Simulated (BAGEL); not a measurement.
**RI-MP2/def2-SVP (density fitting with qzvpp-jkfit) run of CH3BClFO (SMILES BC(O)(F)Cl)**

What is the energy change on altering one bond length of CH3BClFO at RI-MP2/def2-SVP (density fitting with qzvpp-jkfit)? 

The results are computed with BAGEL 1.2.2.

1 further run of the same task is left out (set aside as unsound or not needed). Runs told in other sessions of the task aren't counted.

**1. Starting point**

CH3BClFO has 8 atoms, charge 0, and is taken as a singlet. As SMILES, `BC(O)(F)Cl`. The shape is that of a PBE0-D4/def2-TZVP optimisation. This is one conformer, not always the lowest.

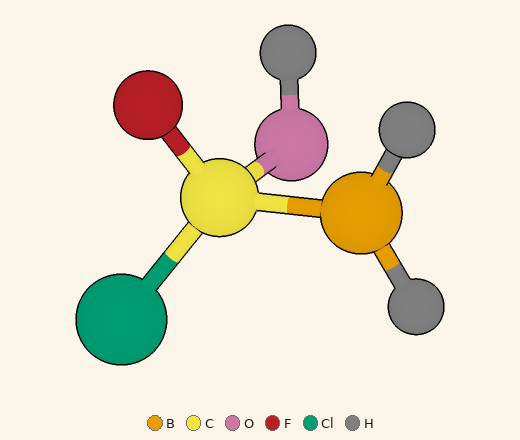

Viewed from a chosen angle; boron amber, carbon yellow, oxygen pink, fluorine red, chlorine teal, hydrogen grey.

**2. A single-point energy at RI-MP2/def2-SVP (density fitting with qzvpp-jkfit)**

The input, mp2.json:

```json
{ "bagel" : [

{
  "title" : "molecule",
  "basis" : "svp",
  "df_basis" : "qzvpp-jkfit",
  "angstrom" : true,
  "geometry" : [
    { "atom" : "B", "xyz" : [      -0.496700,       0.835900,       0.196700 ] },
    { "atom" : "C", "xyz" : [       0.656000,      -0.125700,      -0.169000 ] },
    { "atom" : "O", "xyz" : [      -0.573100,      -0.892300,      -0.337200 ] },
    { "atom" : "F", "xyz" : [       1.403700,      -0.711800,       0.783800 ] },
    { "atom" : "Cl", "xyz" : [       1.548100,      -0.091800,      -1.664700 ] },
    { "atom" : "H", "xyz" : [      -0.796500,       0.892200,       1.348900 ] },
    { "atom" : "H", "xyz" : [      -0.991600,       1.504400,      -0.650000 ] },
    { "atom" : "H", "xyz" : [      -0.657600,      -1.468100,       0.435900 ] }
  ]
},

{ "title" : "hf" },

{ "title" : "mp2", "ncore" : 9 }

]}
```

Started as:

```bash
BAGEL_NUM_THREADS=1 BAGEL mp2.json > mp2.out
```

Log:

```text
* using 1 threads per process

  ===============================================================
  ===============================================================

  *** Geometry ***

  { "atom" : "B", "xyz" : [     -0.938627,      1.579622,      0.371709 ] },
  { "atom" : "C", "xyz" : [      1.239660,     -0.237539,     -0.319364 ] },
  { "atom" : "O", "xyz" : [     -1.083002,     -1.686203,     -0.637216 ] },
  { "atom" : "F", "xyz" : [      2.652609,     -1.345107,      1.481167 ] },
  { "atom" : "Cl", "xyz" : [      2.925485,     -0.173477,     -3.145827 ] },
  { "atom" : "H", "xyz" : [     -1.505167,      1.686014,      2.549052 ] },
  { "atom" : "H", "xyz" : [     -1.873852,      2.842904,     -1.228322 ] },
  { "atom" : "H", "xyz" : [     -1.242684,     -2.774307,      0.823732 ] },

  Number of auxiliary basis functions:      486

  Since a DF basis is specified, we compute 2- and 3-index integrals:
    o Being stored without compression. Storage requirement is 0.031 GB

  Number of basis functions:       89
  Number of electrons      :       48

    * METHOD: MOLECULE                             0.25

  *** RHF ***

  === Nuclear Repulsion ===
   223.9387327252

      * DIIS with orbital gradients will be used.

  === RHF iteration (svp) ===
      0       -697.53521108          0.01671433           0.10
      1       -697.65962163          0.01067139           0.09
      2       -697.71386218          0.00152262           0.09
      3       -697.71612872          0.00037731           0.09
      4       -697.71628010          0.00013644           0.09
      5       -697.71630171          0.00005333           0.09
      6       -697.71630528          0.00001881           0.09
      7       -697.71630582          0.00000593           0.09
      8       -697.71630585          0.00000299           0.09
      9       -697.71630586          0.00000103           0.09
     10       -697.71630586          0.00000044           0.09
     11       -697.71630586          0.00000016           0.09
     12       -697.71630586          0.00000007           0.09
     13       -697.71630586          0.00000003           0.09
     14       -697.71630586          0.00000001           0.09
     15       -697.71630586          0.00000001           0.09
    * SCF iteration converged.

    * Permanent dipole moment:
           (    0.316153,     0.306089,    -0.446914) a.u.

    * METHOD: HF                                   1.70

  *** RHF ***

  === Nuclear Repulsion ===
   223.9387327252

      * DIIS with orbital gradients will be used.

  === RHF iteration (svp) ===
      0       -697.71630586          0.00000000           0.09
    * SCF iteration converged.

    * Permanent dipole moment:
           (    0.316153,     0.306089,    -0.446914) a.u.

  === DF-MP2 calculation ===

    * freezing 9 orbitals
    * 3-index integral transformation done
    * assembly done

      MP2 correlation energy:   -0.7298784653      0.06

      MP2 total energy:       -698.4461843241

    * METHOD: MP2                                  0.26

  ===============================================================
```

Run time: 2.4 s. Hardware: 1 thread of Arm Neoverse V1, shared host; peak memory 0.13 GiB.

**3. The distorted shape at the same level**

The input, mp2.json:

```json
{ "bagel" : [

{
  "title" : "molecule",
  "basis" : "svp",
  "df_basis" : "qzvpp-jkfit",
  "angstrom" : true,
  "geometry" : [
    { "atom" : "B", "xyz" : [      -0.842478,       1.124353,       0.306400 ] },
    { "atom" : "C", "xyz" : [       0.656000,      -0.125700,      -0.169000 ] },
    { "atom" : "O", "xyz" : [      -0.573100,      -0.892300,      -0.337200 ] },
    { "atom" : "F", "xyz" : [       1.403700,      -0.711800,       0.783800 ] },
    { "atom" : "Cl", "xyz" : [       1.548100,      -0.091800,      -1.664700 ] },
    { "atom" : "H", "xyz" : [      -1.142278,       1.180653,       1.458600 ] },
    { "atom" : "H", "xyz" : [      -1.337378,       1.792853,      -0.540300 ] },
    { "atom" : "H", "xyz" : [      -0.657600,      -1.468100,       0.435900 ] }
  ]
},

{ "title" : "hf" },

{ "title" : "mp2", "ncore" : 9 }

]}
```

Started as:

```bash
BAGEL_NUM_THREADS=1 BAGEL mp2.json > mp2.out
```

Log:

```text
* using 1 threads per process

  ===============================================================
  ===============================================================

  *** Geometry ***

  { "atom" : "B", "xyz" : [     -1.592053,      2.124719,      0.579012 ] },
  { "atom" : "C", "xyz" : [      1.239660,     -0.237539,     -0.319364 ] },
  { "atom" : "O", "xyz" : [     -1.083002,     -1.686203,     -0.637216 ] },
  { "atom" : "F", "xyz" : [      2.652609,     -1.345107,      1.481167 ] },
  { "atom" : "Cl", "xyz" : [      2.925485,     -0.173477,     -3.145827 ] },
  { "atom" : "H", "xyz" : [     -2.158593,      2.231111,      2.756355 ] },
  { "atom" : "H", "xyz" : [     -2.527278,      3.388001,     -1.021019 ] },
  { "atom" : "H", "xyz" : [     -1.242684,     -2.774307,      0.823732 ] },

  Number of auxiliary basis functions:      486

  Since a DF basis is specified, we compute 2- and 3-index integrals:
    o Being stored without compression. Storage requirement is 0.031 GB

  Number of basis functions:       89
  Number of electrons      :       48

    * METHOD: MOLECULE                             0.25

  *** RHF ***

  === Nuclear Repulsion ===
   214.6166615521

      * DIIS with orbital gradients will be used.

  === RHF iteration (svp) ===
      0       -697.45271637          0.01771390           0.09
      1       -697.58597148          0.01191161           0.08
      2       -697.65670684          0.00152685           0.08
      3       -697.65950499          0.00037497           0.09
      4       -697.65967222          0.00014594           0.09
      5       -697.65970186          0.00004999           0.09
      6       -697.65970614          0.00001797           0.09
      7       -697.65970667          0.00000693           0.09
      8       -697.65970673          0.00000283           0.09
      9       -697.65970674          0.00000125           0.09
     10       -697.65970675          0.00000051           0.09
     11       -697.65970675          0.00000019           0.09
     12       -697.65970675          0.00000009           0.09
     13       -697.65970675          0.00000004           0.08
     14       -697.65970675          0.00000002           0.09
     15       -697.65970675          0.00000001           0.08
    * SCF iteration converged.

    * Permanent dipole moment:
           (    0.692364,    -0.080582,    -0.611538) a.u.

    * METHOD: HF                                   1.61

  *** RHF ***

  === Nuclear Repulsion ===
   214.6166615521

      * DIIS with orbital gradients will be used.

  === RHF iteration (svp) ===
      0       -697.65970675          0.00000000           0.09
    * SCF iteration converged.

    * Permanent dipole moment:
           (    0.692364,    -0.080582,    -0.611538) a.u.

  === DF-MP2 calculation ===

    * freezing 9 orbitals
    * 3-index integral transformation done
    * assembly done

      MP2 correlation energy:   -0.7294503499      0.07

      MP2 total energy:       -698.3891570964

    * METHOD: MP2                                  0.26

  ===============================================================
```

Run time: 2.2 s. Hardware: 1 thread of Arm Neoverse V1, shared host; peak memory 0.13 GiB.

**4. What came out**

At RI-MP2/def2-SVP (density fitting with qzvpp-jkfit), 9 core orbitals frozen:

```
                                                         quantity          value
                                        first shape: total energy  -698.44618 Eh
         first shape: correlation energy (9 core orbitals frozen)     -729.9 mEh
                                    distorted shape: total energy  -698.38916 Eh
     distorted shape: correlation energy (9 core orbitals frozen)     -729.5 mEh
energy change with the B1–C2 bond stretched from 1.545 to 2.009 Å       1.552 eV
```

With the B1–C2 bond stretched from 1.545 to 2.009 Å the energy rises by 1.55 eV (36 kcal/mol). The first shape isn't relaxed at this level, so the change isn't measured from a minimum.
